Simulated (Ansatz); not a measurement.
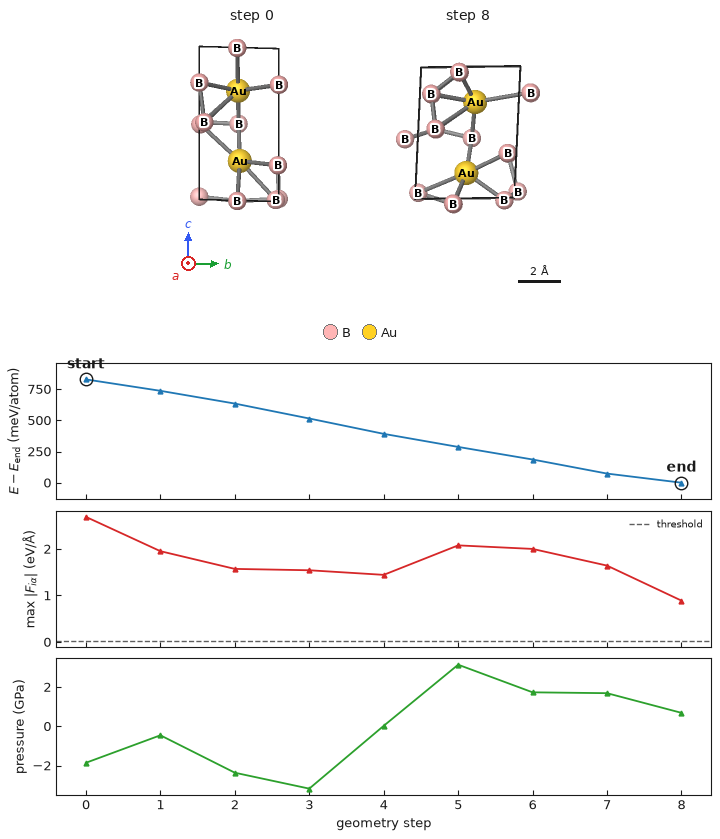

First and last geometry of a relaxation of solid B$_{4}$Au (a generated structure, set up in P1) (coarse preliminary run), with the history of the run. A ball-and-stick model of the cell of the calculation, seen along the a axis.

Computed with DFT PBE, scalar-relativistic, plane waves, PAW (Ansatz). Settings: plane-wave cutoff 420 eV; k-point mesh 6 × 6 × 4; occupations gaussian; smearing width 0.2 eV; no spin polarisation; cell and atoms relaxed; force threshold 0.025 eV/Å; at most 60 steps.

Q: What do the curves and the structures tell?

A: The run was cut off at its time limit before the relaxation converged, so the last structure is only a point on the way. The energy falls by 828 meV per atom in 8 geometry steps. Largest force component: 2.7 eV/Å at the start, 0.89 eV/Å at the end. The pressure goes from −1.86 to 0.68 GPa. The largest move relative to the cell is that of a B atom, 0.91 Å roughly along [−3 −3 −1]. By element the largest moves are B 0.91 Å, Au 0.45 Å. The drawn cell changes as follows: a 3.703 → 3.223 Å (−13.0 %), b 3.789 → 4.730 Å (+24.8 %), c 7.290 → 6.280 Å (−13.9 %), α 91.6° → 86.6°, β 89.9° → 88.8°, γ 90.7° → 91.1°; the volume changes by −6.6 %. Near-neighbour distances that change, for instance: Au–B 2.414 → 3.838 Å, B–B 1.977 → 3.115 Å, B–B 2.678 → 1.721 Å, B–B 2.653 → 1.737 Å. Bonds break: Au–B (2.57 → 3.39 Å), B–B (1.98 → 3.11 Å). Bond angles that change, for instance: B–B–Au 91.6° → 160.2°, B–B–B 169.8° → 111.4°, B–B–Au 94.9° → 149.9°. The space group stays P1 (No. 1). Cost: 5.5 min on 1 thread of Arm Neoverse V2, on a shared host, peak memory 0.49 GiB.
